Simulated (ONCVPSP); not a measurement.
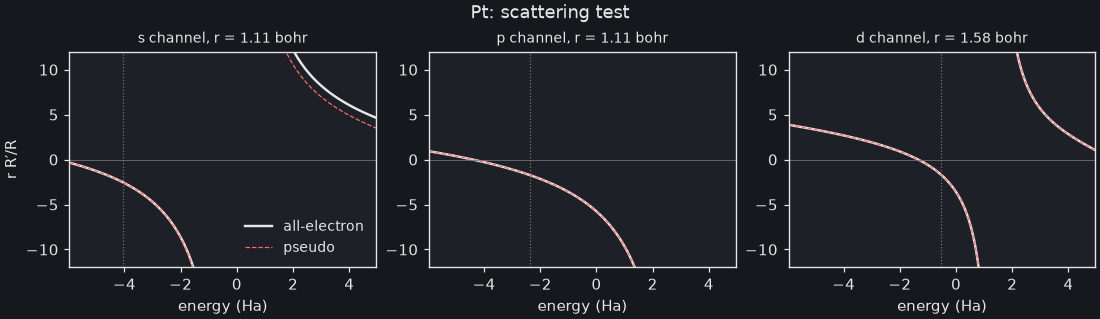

Logarithmic derivatives r R′/R at the test radius against energy, all-electron atom (solid) and pseudo-atom (dashed). Here R(r) is the radial function. The dotted line marks the reference energy of the channel.

Input of ONCVPSP 4.0.1:

```
# ATOM AND REFERENCE CONFIGURATION
# atsym  z   nc   nv     iexc    psfile
  Pt 78.00   10    3  -109134      upf
#
#   n    l    f
    1    0    2.00
    2    0    2.00
    2    1    6.00
    3    0    2.00
    3    1    6.00
    3    2   10.00
    4    0    2.00
    4    1    6.00
    4    2   10.00
    4    3   14.00
    5    0    2.00
    5    1    6.00
    5    2    9.00
#
# PSEUDOPOTENTIAL AND OPTIMIZATION
# lmax
    2
#
#   l,   rc,      ep,       ncon, nbas, qcut
    0    1.10    0.00    4    7    6.80
    1    1.10    0.00    5   10    6.60
    2    1.55    0.00    3    6    5.60
#
# LOCAL POTENTIAL
# lloc, lpopt,  rc(5),   dvloc0
    4    5    0.85    0.00
#
# VANDERBILT-KLEINMAN-BYLANDER PROJECTORs
# l, nproj, debl
    0    1    2.40
    1    2    1.10
    2    2    2.30
#
# MODEL CORE CHARGE
# icmod, fcfact, rcfact
    3    3.00    1.00
#
# LOG DERIVATIVE ANALYSIS
# epsh1, epsh2, depsh
   -6.00    5.00    0.04
#
# OUTPUT GRID
# rlmax, drl
    6.00    0.01
#
# TEST CONFIGURATIONS
# ncnf
    4
# nvcnf
#   n    l    f
    4
    5    0    2.00
    5    1    6.00
    5    2    9.00
    6    0    1.00
#
    3
    5    0    2.00
    5    1    6.00
    5    2    8.00
#
    3
    5    0    2.00
    5    1    6.00
    5    2    7.00
#
    4
    5    0    2.00
    5    1    6.00
    5    2    9.50
    6    0    0.50
#
```

Command:
```bash
oncvpsp.x < Pt.dat > Pt.out
```

Functional and relativity: PW91, scalar-relativistic.

In the p channel the program set the typed energies aside and used -2.366, 0.250 Ha.

Q: Is there a sign of a ghost state?

A: The plot shows none: pseudo and all-electron curves have the same branches in all channels drawn. The separate test gives: GHOST(-) flagged for s at -314.6 eV; GHOST(+) flagged for p at 245.0 eV. The bound ghosts lie below the range of the plot.

Q: Where do the curves cross zero?

A: s: all-electron nowhere, pseudo nowhere; p: all-electron -4.4 Ha, pseudo -4.4 Ha; d: all-electron -1.3 Ha, pseudo -1.3 Ha.

Q: List the energies at which the logarithmic derivative diverges.

A: s: all-electron at -0.0 Ha, pseudo at -0.1 Ha; p: all-electron at 3.3 Ha, pseudo at 3.2 Ha; d: all-electron at 1.4 Ha, pseudo at 1.4 Ha.
